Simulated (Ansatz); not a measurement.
## Electronic structure of CH$_{2}$GeO (SMILES O=[CH][GeH]) in real space

```xyz
5

C    -2.4945    0.7442    0.1375
Ge   -1.5439   -0.9514    0.4727
O    -2.1115    1.1215    1.2449
H    -3.0964    1.4175   -0.5029
H    -2.9047   -1.5312    1.0691
```

Geometry: r2SCAN-D4/def2-TZVP.

Computed with isolated molecule in a Gaussian basis; Kohn-Sham density functional theory, functional PBE0 (Ansatz).

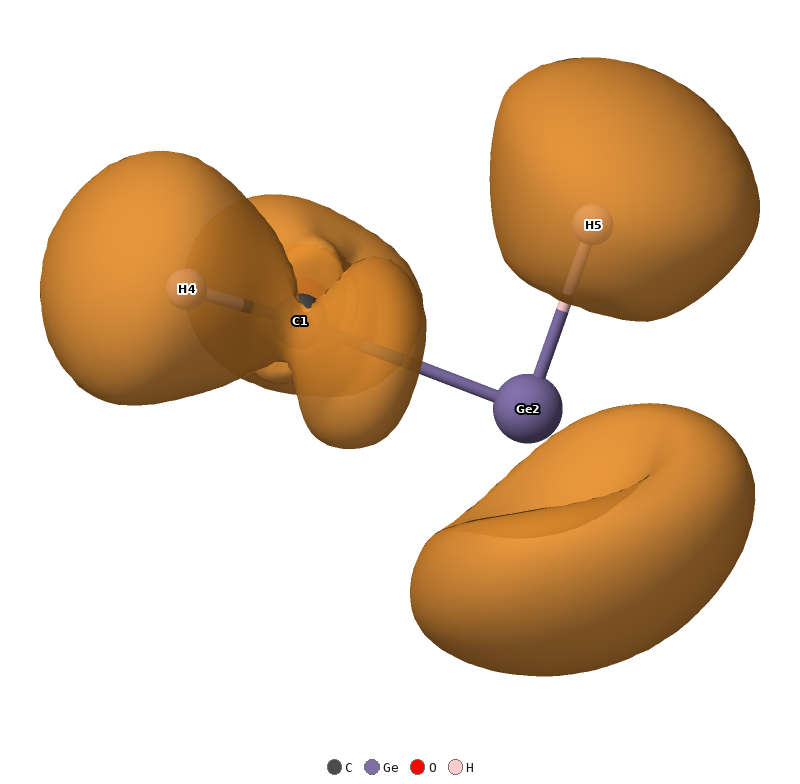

Figure 1. Isosurface of the ELF at 0.75 (orange), seen from one side. Core shells and regions of very low density are left out.

### Identify the bonds, lone pairs and shells in this picture.

The ELF exceeds this value in two regions around hydrogen nuclei, one region on O in which the atom's valence shell and bonds are merged and one lobe on Ge, pointing away from the bonds (lone pairs).


C–O (1.23 Å): the ELF peaks at about 0.85 between the atoms: a short, strongly polar bond. C–Ge (1.97 Å): the ELF peaks at about 0.90 in the valence shell of C, 0.7 Å from its nucleus, and is about 0.55 at the midpoint.

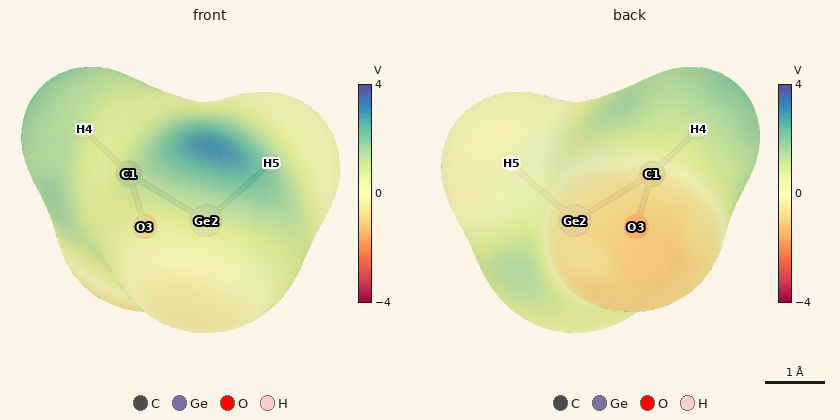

Figure 2. The electrostatic potential painted on the density surface at 0.004 e/bohr³, seen from the front and from behind; red is negative and blue positive.

### Where is the surface potential most negative and most positive?

The most negative region (about −1.1 V, or −25 kcal/mol for a unit charge) lies over O3, the most positive (about +3.0 V, or +69 kcal/mol for a unit charge) over Ge2. O3 is the likeliest acceptor of a hydrogen bond.

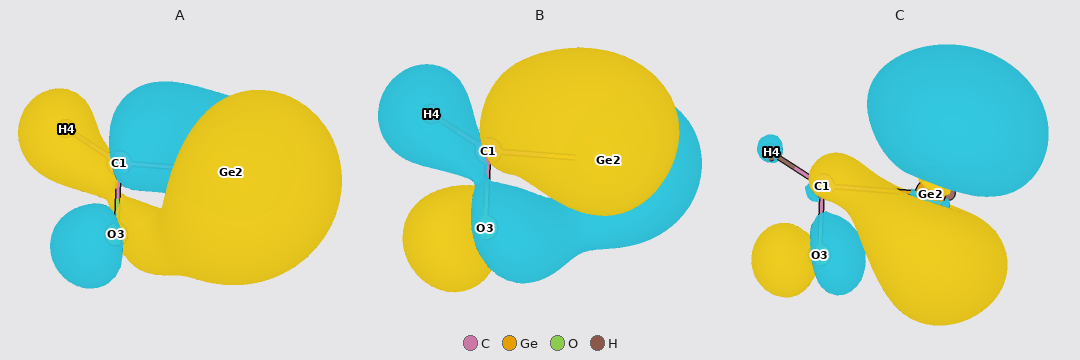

Figure 3. Three frontier orbitals at ±0.08 Å⁻³ᐟ² (yellow and cyan are the two phases), in no order.

### Order the three orbitals by energy and name them.

B is the HOMO−1 (−7.55 eV). Its weight (Hirshfeld) is mainly on Ge2 (about 35 %), O3 (about 25 %), H5 (about 15 %) and C1 (about 15 %). A is the HOMO (−6.93 eV). Its weight (Hirshfeld) is mainly on Ge2 (about 60 %), C1 (about 15 %), O3 (about 10 %) and H5 (about 10 %). C is the LUMO (−1.98 eV). Its weight (Hirshfeld) is mainly on Ge2 (about 80 %) and O3 (about 10 %).

### What is the HOMO–LUMO gap?

4.95 eV between the orbital energies.

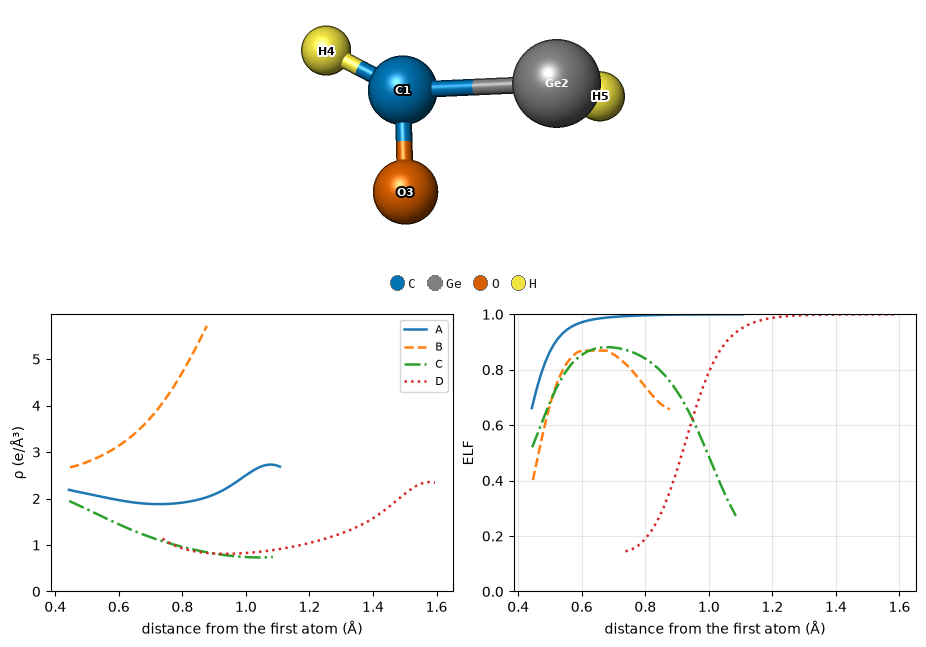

Figure 4. Electron density and ELF along straight lines between neighbouring atoms. The curves leave out the atomic cores. The structure is drawn too.

### Which curve belongs to which contact (C–Ge, C–H, C–O and Ge–H)? The first atom named is at distance zero.

Curve A: C–H (1.11 Å): ρ is about 2 e/Å³ halfway; the ELF climbs to about 1 towards the hydrogen, as it does in any bond to H; an ordinary covalent bond to hydrogen. Curve B: C–O (1.23 Å): ρ at the midpoint is about 3.2 e/Å³; the ELF peaks at about 0.85 between the atoms: a polar covalent bond. Curve C: C–Ge (1.97 Å): ρ at the midpoint is about 0.75 e/Å³; the ELF peaks at about 0.90 in the valence shell of C, 0.7 Å from its nucleus, and is about 0.55 at the midpoint. Curve D: Ge–H (1.59 Å): the density is about 0.93 e/Å³ at the midpoint; the ELF climbs to about 1 towards the hydrogen.
